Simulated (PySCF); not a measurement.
Al(Cl)2(SiMe3), SMILES C[Si](C)(C)[Al]([Cl])[Cl] (C3H9AlCl2Si), singlet at its GFN2-xTB optimised geometry (Å):

```
16

Al     0.8058     1.2658     0.0000
Cl     2.8491     1.2658     0.0000
Cl    -0.0678     3.1127     0.0000
Si    -0.4995    -0.8006    -0.0038
C     -2.2192    -0.4966    -0.8004
C     -0.7858    -1.4822     1.7705
C      0.4044    -2.1600    -1.0143
H     -2.8491    -1.3805    -0.7680
H     -2.7430     0.3017    -0.2832
H     -2.1173    -0.1991    -1.8400
H     -1.3255    -0.7620     2.3787
H      0.1609    -1.6840     2.2634
H     -1.3586    -2.4053     1.7655
H      1.4077    -2.3165    -0.6294
H      0.4966    -1.8710    -2.0572
H     -0.1154    -3.1127    -0.9782
```

Level of theory: B3LYP/def2-TZVP in PySCF 2.14.0.

Map of the deformation density (molecule minus spherical neutral atoms) (e/bohr³) on the plane z = 1.0 Å:

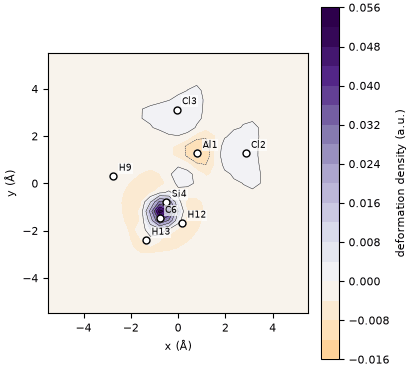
Deformation density (molecule minus spherical neutral atoms) (e/bohr³) on the plane z = 1.0 Å.
